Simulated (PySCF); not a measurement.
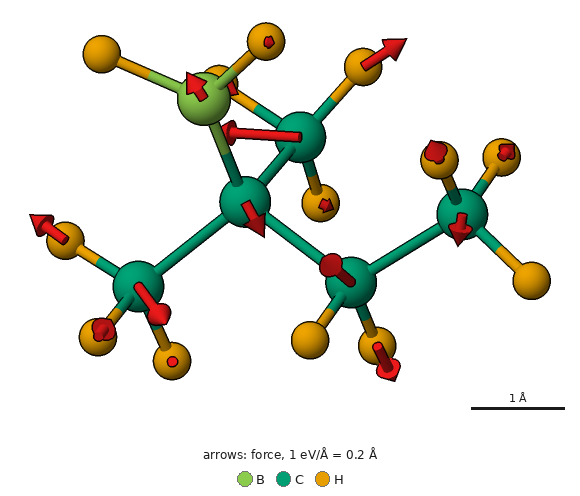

Starting geometry of C5H13B with the computed forces as red arrows. The picture is a ball-and-stick view, seen at a tilt.

The start comes from GFN2-xTB. Its atoms were then displaced at random by about 0.03 Å.

All numbers below come from PySCF, PBE0-D3(BJ)/def2-SVP geometry optimisation, gas phase. 

Q: What follows when this structure is relaxed?

A: It isn't relaxed: the largest force vector, on a C atom, is 5.32 eV/Å. The final displacements have little in common with the starting forces (cosine between the two patterns 0.23). The atom that moves furthest after the best rigid fit is an H atom (0.31 Å). Largest moves by element: H 0.31 Å, C 0.12 Å, B 0.08 Å. Some distances before and after: C–H 1.188 → 1.102 Å, C–H 1.026 → 1.107 Å, C–H 1.164 → 1.101 Å, B–C 1.512 → 1.565 Å. Among the angles between lasting bonds that change: H–C–H 116.2° → 107.1°, H–C–H 99.6° → 107.5°, H–C–H 100.7° → 107.9°. The energy falls by 83.9 kJ/mol in 12 geometry steps. The run took 2.1 min on 1 thread of Arm Neoverse V1 (shared host).
